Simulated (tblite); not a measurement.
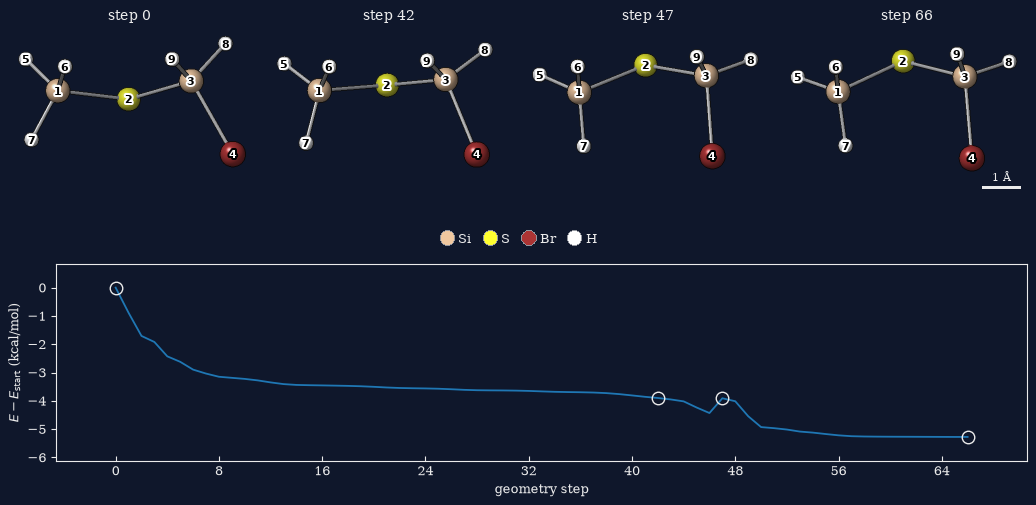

Frames of a relaxation of Si$_{2}$H$_{5}$SBr, marked on the history of the run. The picture is a ball-and-stick view, seen face on.

Theory: GFN2-xTB geometry optimisation, gas phase (tblite). 

What happens along the run?

Answer. The largest moves after the best rigid fit, 1.01 Å, are those of S2 and Br4. By element the largest moves are Br 1.01 Å, S 1.01 Å, H 1.00 Å, Si 0.15 Å. Near-neighbour distances that change, for instance: Si3–Br4 2.255 → 2.214 Å, Si3–H8 1.485 → 1.445 Å, S2–Si3 2.176 → 2.136 Å, Si1–H5 1.485 → 1.450 Å. Bond angles that change, for instance: H5–Si1–H7 105.6° → 114.6°, H8–Si3–H9 108.0° → 116.9°, Br4–Si3–H9 113.1° → 104.6°. Groups turn about S2–Si3 by about 55°, Si1–S2 by about 50°. Over 66 geometry steps the energy falls by 5.28 kcal/mol. From step 0 to 42: H7 moves most (0.44 Å), energy −3.90 kcal/mol. From step 42 to 47: Br4 moves most (0.63 Å), energy −0.01 kcal/mol. From step 47 to 66: S2 moves most (0.11 Å), energy −1.37 kcal/mol.

| step | E − E(0), kcal/mol |
| --- | --- |
| 0 | 0.00 |
| 1 | -0.89 |
| 2 | -1.71 |
| 3 | -1.92 |
| 4 | -2.43 |
| 5 | -2.62 |
| 6 | -2.90 |
| 7 | -3.04 |
| 8 | -3.15 |
| 9 | -3.19 |
| 10 | -3.23 |
| 13 | -3.41 |
| 16 | -3.45 |
| 19 | -3.49 |
| 22 | -3.55 |
| 25 | -3.57 |
| 28 | -3.63 |
| 31 | -3.64 |
| 34 | -3.68 |
| 37 | -3.71 |
| 39 | -3.76 |
| 42 | -3.90 |
| 45 | -4.23 |
| 48 | -4.01 |
| 51 | -4.97 |
| 54 | -5.12 |
| 57 | -5.25 |
| 60 | -5.27 |
| 63 | -5.27 |
| 66 | -5.28 |
